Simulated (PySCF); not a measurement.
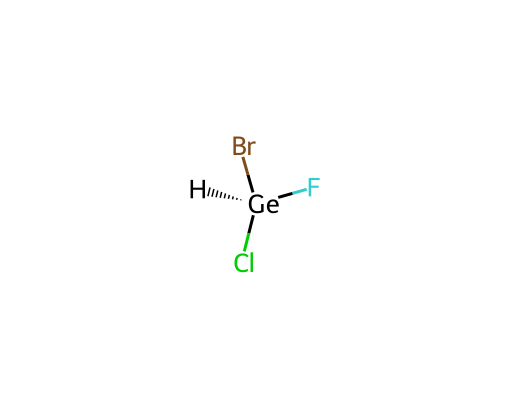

Structural formula above. The computed structure is the end point of a PBE0-D3(BJ)/def2-SVP optimisation. No frequency run is at hand to confirm it as a minimum.

What does the molecule look like in three dimensions?

Formula BrClFGeH. SMILES: `[F][Ge@@H]([Cl])[Br]`. The point group is C1. Coordination: 1 Ge tetrahedral.

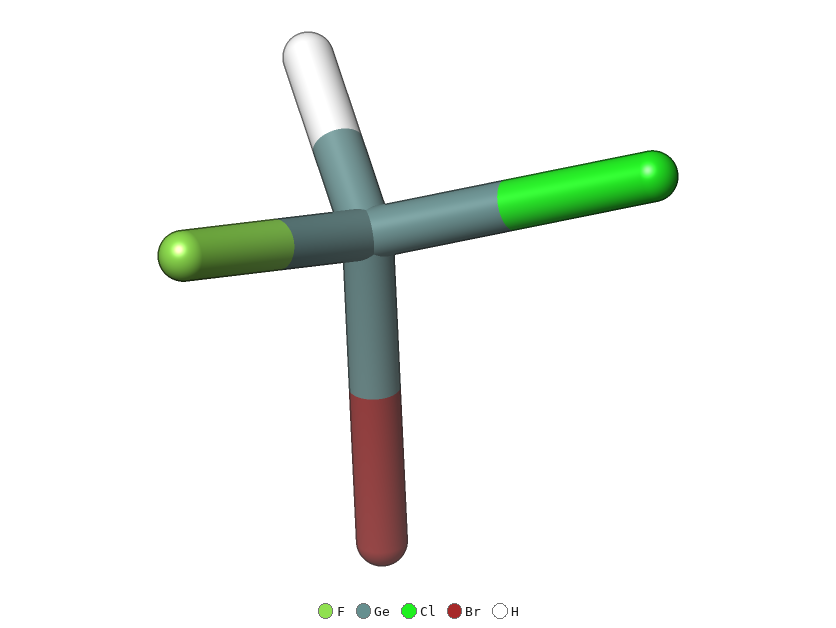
